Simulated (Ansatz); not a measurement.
Run report: Eu3Pd3H12N, geometry relaxation (part 3 of 3)

Continued. System: Eu3Pd3H12N (slab, 19 atoms in the cell). Method: DFT PBE-D3(BJ), scalar-relativistic, plane waves, PAW, spin-polarised (Ansatz 0.2.0); cutoff 420 eV, 2×2×1 k-mesh, Fermi–Dirac smearing of 0.1 eV, collinear spins. The structure derives from a Materials Project entry. The input holds or restrains some coordinates. Forces given for the steps count only the free coordinates. It belongs to a series of runs on one base structure; here: start relaxed.

Geometry of the input (Å; fractional positions):
```
5.3615  0.0000  0.0000
2.6808  4.6432  0.0000
0.0000  0.0000  18.4721
Eu 0.3333  0.3333  0.1134
H  0.8333  0.8333  0.1134
H  0.8333  0.3333  0.1134
H  0.3333  0.8333  0.1134
Pd 0.0000  0.0000  0.0541
Eu 1.0000  1.0000  0.2319
H  0.5000  0.5000  0.2319
H  0.5000  1.0000  0.2319
H  1.0000  0.5000  0.2319
Pd 0.6667  0.6667  0.1726
Eu 0.6667  0.6667  0.3504
H  0.1667  0.1667  0.3504
H  0.1667  0.6667  0.3504
H  0.6667  0.1667  0.3504
Pd 0.3333  0.3333  0.2911
N  0.1547  0.9192  0.4278
H  0.0188  0.8572  0.4484
H  0.3519  0.7842  0.4484
H  0.0933  1.1163  0.4484
```

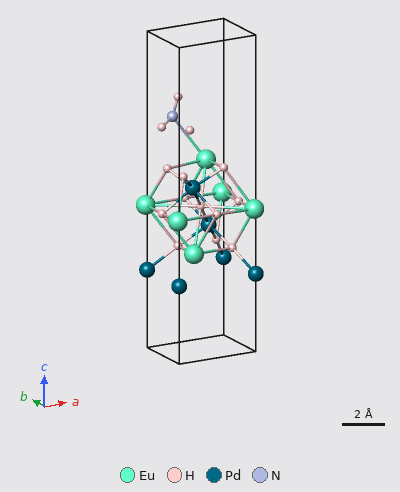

Fig. 1: The geometry at step 7 of the log (ball-and-stick view of the cell of the calculation, with the vacuum cut short, seen slightly off an axis).

### Output, continued
```
  k-point 1 ↑: bands = ["-81.6718", "-81.4417", "-80.2480", "-47.4310", "-47.4261", "-47.3501", "-47.2032", "-47.1962", "-47.1151", "-46.0406", "-46.0186", "-46.0173", "-38.0532", "-38.0400", "-37.8670", "-17.0458", "-16.9185", "-16.9015", "-16.8884", "-16.8199", "-16.7957", "-16.6107", "-16.5800", "-16.5121", "-15.8526", "-6.3054", "-6.0623", "-3.5198", "-3.3654", "-2.7404", "-2.7210", "-2.0867", "-1.8651", "-1.8341", "-1.5091", "-0.9011", "-0.7227", "-0.3264", "-0.0580", "0.0450", "0.1604", "0.2324", "0.4930", "1.1950", "1.2227", "1.2366", "1.4589", "1.6128", "2.0908", "2.4829", "2.7559", "2.9421", "2.9697", "2.9702", "2.9839", "2.9945", "3.0008", "3.0140", "3.0181", "3.0290", "3.0316", "3.0374", "3.0473", "3.0633", "3.0707", "3.0864", "3.0873", "3.0912", "3.1111", "3.1120", "3.1879", "3.2832", "4.4307", "4.5359", "4.9349", "5.1023", "5.2954", "5.4220", "5.8391", "5.8735", "5.9666", "6.0949", "6.2334", "6.5505", "7.2600", "7.3660", "7.5622", "7.6946", "7.8353", "8.2476", "8.4814"]
  k-point 2 ↑: bands = ["-81.6718", "-81.4417", "-80.2480", "-47.4309", "-47.4262", "-47.3501", "-47.2033", "-47.1961", "-47.1151", "-46.0406", "-46.0186", "-46.0174", "-38.0532", "-38.0400", "-37.8669", "-17.0282", "-16.9553", "-16.8938", "-16.8869", "-16.8225", "-16.7875", "-16.6056", "-16.5724", "-16.5200", "-15.8544", "-6.2920", "-6.0438", "-3.5150", "-3.3550", "-2.7404", "-2.7325", "-2.0707", "-1.9240", "-1.8857", "-1.4630", "-0.8791", "-0.7703", "-0.3699", "-0.0576", "0.0434", "0.1530", "0.2658", "0.4976", "1.1944", "1.2242", "1.2354", "1.4651", "1.6149", "2.0960", "2.4793", "2.7515", "2.9433", "2.9670", "2.9706", "2.9803", "2.9960", "2.9961", "3.0122", "3.0140", "3.0252", "3.0339", "3.0347", "3.0504", "3.0678", "3.0754", "3.0854", "3.0870", "3.1094", "3.1119", "3.1132", "3.1871", "3.2749", "4.4450", "4.5618", "4.9797", "5.0422", "5.2698", "5.5237", "5.8409", "5.8622", "5.9180", "6.1214", "6.2464", "6.7490", "7.2053", "7.4025", "7.4836", "7.6371", "8.0000", "8.2051", "8.3288"]
  k-point 3 ↓: bands = ["-81.6834", "-81.4659", "-80.2860", "-47.4434", "-47.4384", "-47.3616", "-47.2300", "-47.2225", "-47.1362", "-46.0768", "-46.0591", "-46.0579", "-35.0110", "-34.9980", "-34.8587", "-16.1081", "-14.7906", "-14.6984", "-14.6867", "-14.6161", "-14.5652", "-14.5147", "-14.3368", "-14.2961", "-14.2434", "-6.2897", "-6.0736", "-3.3933", "-3.2419", "-2.7240", "-2.6007", "-2.0455", "-1.8309", "-1.7550", "-1.4019", "-0.7971", "-0.6276", "-0.2686", "-0.0216", "0.0781", "0.1916", "0.2525", "0.5082", "1.2182", "1.2412", "1.2567", "1.5123", "1.6649", "2.2113", "2.6744", "3.0795", "4.5671", "5.0193", "5.2576", "5.3552", "5.6033", "5.7266", "5.9911", "6.2220", "6.3969", "6.4611", "6.7510", "6.8221", "7.1676", "7.3898", "7.4622", "7.4829", "7.5695", "7.5738", "7.5993", "7.6214", "7.6301", "7.6410", "7.6604", "7.6625", "7.6884", "7.7138", "7.7426", "7.7468", "7.7600", "7.7695", "7.8273", "7.8718", "7.9129", "7.9615", "7.9630", "8.2318", "8.4181", "8.4547", "8.7172", "8.8896"]
--- Relaxed structure (14 steps of the walk, 14 accepted, 0 SCFs on fresh bases) ---
  F+E_penalty+E_count = -47801.88676594 eV   max|allowed force component| = 1.616e-2 eV/Å
  atoms:
    - { symbol: Eu, position: [0.33333330000000005, 0.3333333, 0.11338270000000002] }
    - { symbol: H, position: [0.8333333000000003, 0.8333333, 0.11338270000000002] }
    - { symbol: H, position: [0.8333333000000002, 0.3333333, 0.11338270000000002] }
    - { symbol: H, position: [0.33333330000000017, 0.8333333, 0.11338270000000002] }
    - { symbol: Pd, position: [0.0, 0.0, 0.054135800000000005] }
    - { symbol: Eu, position: [0.9993648774762892, 0.9994655867321545, 0.2258124790482676] }
    - { symbol: H, position: [0.5028352686462337, 0.49858681428657486, 0.2249179384827992] }
    - { symbol: H, position: [0.5041957259738856, 0.9964447900412258, 0.22435854019878756] }
    - { symbol: H, position: [1.000404796822161, 0.500209782897053, 0.22326461419966567] }
    - { symbol: Pd, position: [0.6668247321022545, 0.666548574503011, 0.16435363013358056] }
    - { symbol: Eu, position: [0.673078777880743, 0.661623019867687, 0.33651112586727594] }
    - { symbol: H, position: [0.15361172712030813, 0.16829418896863166, 0.3314427604235853] }
    - { symbol: H, position: [0.15352855728083026, 0.675789515571785, 0.33346164433929293] }
    - { symbol: H, position: [0.6763677422315726, 0.1614381777699845, 0.33487161695422374] }
    - { symbol: Pd, position: [0.33680453071070104, 0.33182689773854585, 0.28938033849700684] }
    - { symbol: N, position: [0.39061362738373573, 0.8306489235506507, 0.4606250431075546] }
    - { symbol: H, position: [0.21673733403268247, 0.8315557170417114, 0.43650841236258686] }
    - { symbol: H, position: [0.42054559204845515, 0.7377596567373012, 0.5104727929692573] }
    - { symbol: H, position: [0.33256887485829345, 1.042046577574305, 0.4675108672325478] }
```

### Trajectory as extended XYZ (Å, eV, eV/Å), 5 of the 14 frames kept, from step=1 to step=14
```
19
Lattice="5.3615 0.0000 0.0000 2.6808 4.6432 0.0000 0.0000 0.0000 18.4721" Properties=species:S:1:pos:R:3:forces:R:3 step=1 energy=-47799.39514
Eu    2.6808    1.5477    2.0944   -0.0178   0.0104  -0.3620
H     6.7019    3.8693    2.0944    0.0225   0.0263   0.0191
H     5.3615    1.5477    2.0944   -0.0111  -0.0323   0.0184
H     4.0211    3.8693    2.0944   -0.0115   0.0067   0.0084
Pd    0.0000    0.0000    1.0000    0.0020   0.0001   1.4710
Eu    8.0423    4.6432    4.2832    0.0008  -0.0007  -0.0586
H     4.0211    2.3216    4.2832   -0.0471  -0.0538   0.0064
H     5.3615    4.6432    4.2832    0.0243   0.0705   0.0006
H     6.7019    2.3216    4.2832   -0.0334   0.0177  -0.0895
Pd    5.3615    3.0955    3.1888    0.0240  -0.0139  -0.4231
Eu    5.3615    3.0955    6.4721    0.0213   0.0119  -1.2646
H     1.3404    0.7739    6.4721    0.6261   0.8479  -1.4837
H     2.6808    3.0955    6.4721   -0.4112  -0.9644  -1.4234
H     4.0211    0.7739    6.4721   -0.0861   0.0498  -0.4563
Pd    2.6808    1.5477    5.3776   -0.1606   0.0891   1.3062
N     3.2936    4.2681    7.9021   -0.0385   0.1358   0.8400
H     2.3988    3.9802    8.2821   -0.3567  -0.2888   0.1835
H     3.9891    3.6410    8.2821    0.2190  -0.5212   1.3014
H     3.4929    5.1831    8.2821    0.2342   0.6091   0.4075
19
Lattice="5.3615 0.0000 0.0000 2.6808 4.6432 0.0000 0.0000 0.0000 18.4721" Properties=species:S:1:pos:R:3:forces:R:3 step=4 energy=-47801.06441
Eu    2.6808    1.5477    2.0944   -0.0363   0.0205  -0.5034
H     6.7019    3.8693    2.0944    0.0786   0.0510  -0.1593
H     5.3615    1.5477    2.0944   -0.0052  -0.0940  -0.1589
H     4.0211    3.8693    2.0944   -0.0594   0.0332  -0.1150
Pd    0.0000    0.0000    1.0000   -0.0127   0.0073   1.3386
Eu    8.0225    4.6535    4.1860   -0.0555   0.0286  -0.0405
H     4.0160    2.3117    4.2428   -0.0192  -0.0142  -0.0837
H     5.3676    4.6530    4.2410    0.0013   0.0225  -0.0819
H     6.6794    2.3350    4.1967   -0.0443   0.0264  -0.1693
Pd    5.3621    3.0952    3.0789    0.0107  -0.0070  -0.0836
Eu    5.2593    3.1511    6.2393   -0.1691   0.0885  -0.0266
H     1.3006    0.8877    6.1701   -0.2263  -0.0188  -0.1847
H     2.5649    3.0669    6.1773   -0.1041   0.1900  -0.2049
H     4.0194    0.7707    6.3117   -0.0265   0.0015  -0.1280
Pd    2.6790    1.5484    5.3810    0.0325  -0.0253  -0.1650
N     3.4686    4.1774    8.1512    0.3792  -0.7631   1.1069
H     2.4525    3.9582    8.2424    0.8800   0.0757  -0.2293
H     3.9846    3.5977    8.8620   -0.7490   0.6999  -0.0926
H     3.5791    5.1720    8.3958    0.1268  -0.3236  -0.0163
19
Lattice="5.3615 0.0000 0.0000 2.6808 4.6432 0.0000 0.0000 0.0000 18.4721" Properties=species:S:1:pos:R:3:forces:R:3 step=7 energy=-47801.74624
Eu    2.6808    1.5477    2.0944   -0.0780   0.0358  -0.6549
H     6.7019    3.8693    2.0944    0.0451   0.0588  -0.1781
H     5.3615    1.5477    2.0944   -0.0295  -0.0783  -0.1800
H     4.0211    3.8693    2.0944   -0.1308   0.0735  -0.1798
Pd    0.0000    0.0000    1.0000   -0.0050   0.0019   1.2675
Eu    7.9761    4.6748    4.1588    0.0049  -0.0012   0.0186
H     3.9864    2.3282    4.1910    0.0027   0.0129  -0.0713
H     5.3336    4.6615    4.1908   -0.0081  -0.0196  -0.0764
H     6.6543    2.3446    4.1302   -0.0047   0.0006  -0.0325
Pd    5.3481    3.1014    3.0577   -0.0186   0.0113  -0.0787
Eu    5.2302    3.1563    6.2416   -0.0100   0.0061   0.0770
H     1.2048    0.8654    6.1010   -0.1225  -0.0722   0.0292
H     2.5140    3.1496    6.1000   -0.0286   0.1499   0.0506
H     3.9619    0.7906    6.2439   -0.0163   0.0106  -0.0707
Pd    2.6170    1.5740    5.3253    0.0607  -0.0452   0.0443
N     3.7947    4.0180    8.3936   -0.4439  -0.4021   0.8959
H     2.8391    3.8253    8.0075    0.7664   0.0601   0.1565
H     3.8180    3.6728    9.3878   -0.0879   0.3877  -1.0014
H     3.8562    5.0436    8.4178    0.1034  -0.1891  -0.0131
19
Lattice="5.3615 0.0000 0.0000 2.6808 4.6432 0.0000 0.0000 0.0000 18.4721" Properties=species:S:1:pos:R:3:forces:R:3 step=11 energy=-47801.88377
Eu    2.6808    1.5477    2.0944   -0.0090  -0.0083  -0.6482
H     6.7019    3.8693    2.0944    0.1036   0.0624  -0.2187
H     5.3615    1.5477    2.0944   -0.0035  -0.1213  -0.2103
H     4.0211    3.8693    2.0944   -0.1100   0.0651  -0.2067
Pd    0.0000    0.0000    1.0000    0.0007  -0.0029   1.2661
Eu    8.0317    4.6405    4.1751    0.0296   0.0073  -0.0193
H     4.0319    2.3199    4.1451   -0.0061  -0.0055   0.0257
H     5.3693    4.6252    4.1361    0.0119   0.0003   0.0123
H     6.7032    2.3150    4.1217    0.0061   0.0122   0.0098
Pd    5.3612    3.0952    3.0333   -0.0067  -0.0054   0.0008
Eu    5.3914    3.0703    6.2071   -0.0344   0.0035   0.0140
H     1.2732    0.7740    6.1249    0.0133   0.0145  -0.0052
H     2.6185    3.1514    6.1658    0.0044  -0.0458  -0.0276
H     4.0602    0.7542    6.1786    0.0006  -0.0050   0.0116
Pd    2.6918    1.5452    5.3525   -0.0051   0.0030  -0.0303
N     4.3060    3.8210    8.4902   -0.0621   0.1450  -0.0285
H     3.3721    3.7958    8.0482    0.0860  -0.0035   0.0389
H     4.2304    3.4190    9.4252    0.0025  -0.0066   0.0069
H     4.5398    4.8155    8.5815   -0.0217  -0.1090   0.0086
19
Lattice="5.3615 0.0000 0.0000 2.6808 4.6432 0.0000 0.0000 0.0000 18.4721" Properties=species:S:1:pos:R:3:forces:R:3 step=14 energy=-47801.88677
Eu    2.6808    1.5477    2.0944   -0.0044  -0.0063  -0.6500
H     6.7019    3.8693    2.0944    0.1044   0.0626  -0.2182
H     5.3615    1.5477    2.0944   -0.0023  -0.1213  -0.2082
H     4.0211    3.8693    2.0944   -0.1026   0.0583  -0.1964
Pd    0.0000    0.0000    1.0000   -0.0025  -0.0018   1.2642
Eu    8.0374    4.6407    4.1712    0.0059   0.0040  -0.0014
H     4.0325    2.3150    4.1547   -0.0004  -0.0010   0.0010
H     5.3745    4.6267    4.1444   -0.0004   0.0017   0.0027
H     6.7046    2.3226    4.1242    0.0020  -0.0024   0.0002
Pd    5.3620    3.0949    3.0360   -0.0003   0.0001   0.0042
Eu    5.3824    3.0720    6.2161    0.0019   0.0002   0.0011
H     1.2747    0.7814    6.1224    0.0043  -0.0009  -0.0007
H     2.6348    3.1378    6.1597   -0.0028   0.0000  -0.0004
H     4.0591    0.7496    6.1858    0.0003  -0.0044  -0.0007
Pd    2.6953    1.5407    5.3455   -0.0037   0.0034   0.0020
N     4.3210    3.8569    8.5087   -0.0126  -0.0094  -0.0063
H     3.3912    3.8611    8.0632    0.0088   0.0162   0.0035
H     4.2325    3.4256    9.4295   -0.0002  -0.0089   0.0091
H     4.5765    4.8384    8.6359    0.0047   0.0099  -0.0057
```

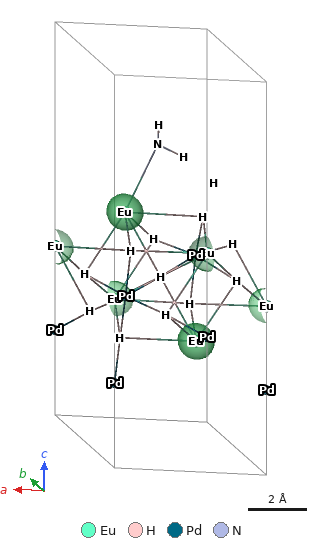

Fig. 2: Isosurfaces of the spin density at +1.5 (green) and −1.5 e/Å³ (red), seen at an oblique angle. Sticks mark near contacts. The cell of the calculation (19 atoms) carries 20.3 μB net. Only one sign reaches the isovalue. Core electrons are frozen (PAW), so the fields are smoothed inside the atomic spheres.

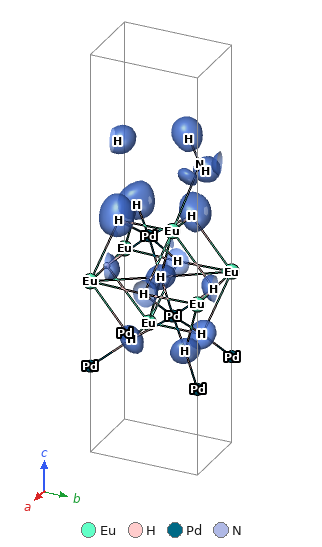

Fig. 3: Isosurface of the ELF at 0.9 (blue), seen slightly off an axis. Only the valence region is drawn (cores and ρ < 0.01 e/Å³ removed). Sticks mark near contacts. Pd–H (1.79 Å): the ELF climbs to about 1 towards the hydrogen.
